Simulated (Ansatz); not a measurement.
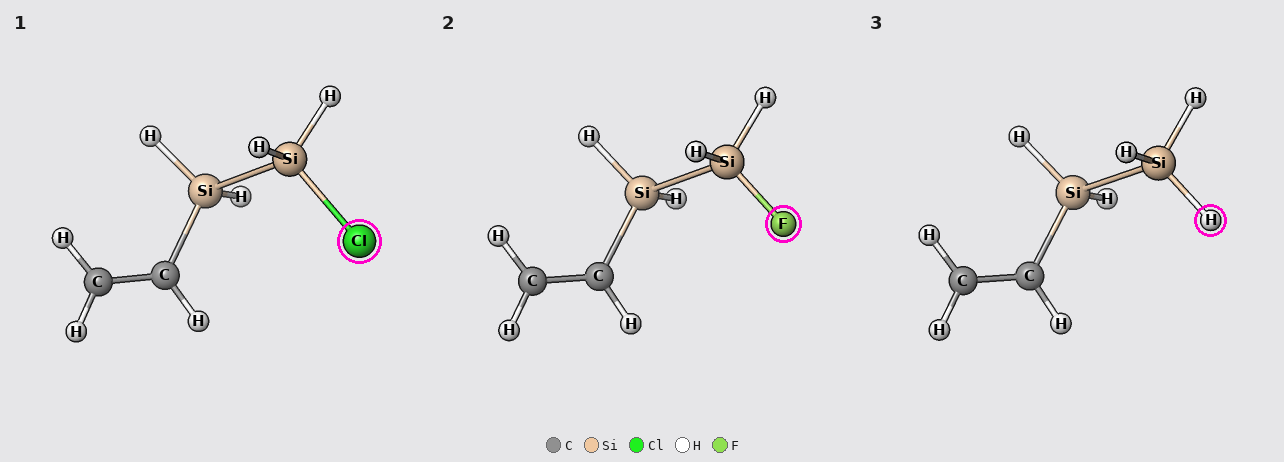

3 molecules with one skeleton, seen from the same side and at one scale; the atom that differs is circled. Charge 0, singlet. Computed geometries: PBE0-D4/def2-TZVP optimisations, one conformation each. Properties computed with Ansatz 0.2.0.

One atom differs, called X below: Cl in panel 1, F in panel 2, H in panel 3. Their formulas are C2H7ClSi2 (`C=C[SiH2][SiH2]Cl`), C2H7FSi2 (`C=C[SiH2][SiH2]F`), C2H8Si2 (`C=C[SiH2][SiH3]`).

Question: Rank them by the length of X–Si, lowest first (PBE0-D4/def2-TZVP).

Answer: 3 (H), 2 (F), 1 (Cl).

Question: Rank them by the dipole moment, lowest first (PBE-D4/def2-TZVPP).

Answer: 3 (H), 2 (F), 1 (Cl).

Give the values. With PBE0-D4/def2-TZVP: length of X–Si (Å), angle Si–Si–X (°). With PBE0-D4/def2-SVP: HOMO energy (Kohn–Sham orbital) (eV), HOMO–LUMO gap (eV). With PBE-D4/def2-TZVPP: dipole moment (D).

```csv
quantity,1 (Cl),2 (F),3 (H)
length of X–Si (Å),2.070,1.610,1.489
angle Si–Si–X (°),107.7,109.2,110.1
HOMO energy (Kohn–Sham orbital) (eV),−7.63,−7.67,−7.62
HOMO–LUMO gap (eV),6.97,7.02,7.14
dipole moment (D),1.50,1.40,0.80
```
